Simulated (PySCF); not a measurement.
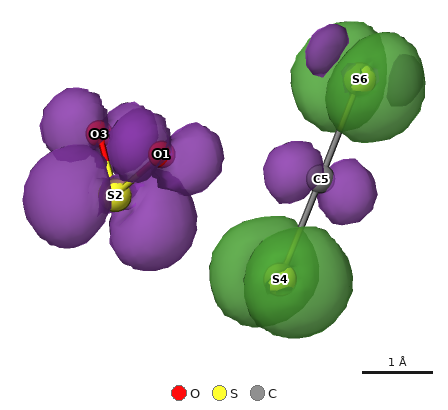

CO2S3, SMILES `O=S=O.S=C=S`. Unrelaxed difference density of S₁ less the ground state (TDA singlet states), ±0.04 e/Å³; purple: gain, green: loss.

Level of theory: PBE/def2-SVP (PySCF), at a geometry from GFN2-xTB. The pair's geometry is semi-empirical, so its contact may be too short or too long. GFN2-xTB bond lengths at metals and heavier atoms can be off by up to 0.1 Å and shapes distorted, which carries into these values. Without diffuse functions Rydberg states are missing, so the states' numbers hold for this basis only.

Geometry (Å), atoms numbered from 1:

```
O1      -1.4515    0.7233    1.2171
S2      -1.7848    0.0309   -0.0006
O3      -1.4546    0.7157   -1.2164
S4       0.5625   -1.6454    0.0019
C5       1.3724   -0.3129    0.0002
S6       2.1606    1.0123   -0.0017
```

> How does the charge move on excitation?

0.86 e is displaced in all, of which about 0.7 e passes between atoms: S4 (0.41 e) and S6 (0.30 e) lose electrons and S2 (0.35 e) and O1 and O3 (0.16 e each) gain them. The state: 3.37 eV (368 nm), f = 0.000 (very weak), charge transfer, whose energy this functional puts too low; the leading pair carries 100 %; hole on S4 (46 %), S6 (44 %) and C5 (7 %), electron on S2 (36 %), O1 and O3 (17 % each) and S6 (14 %); their centroids lie 2.1 Å apart.
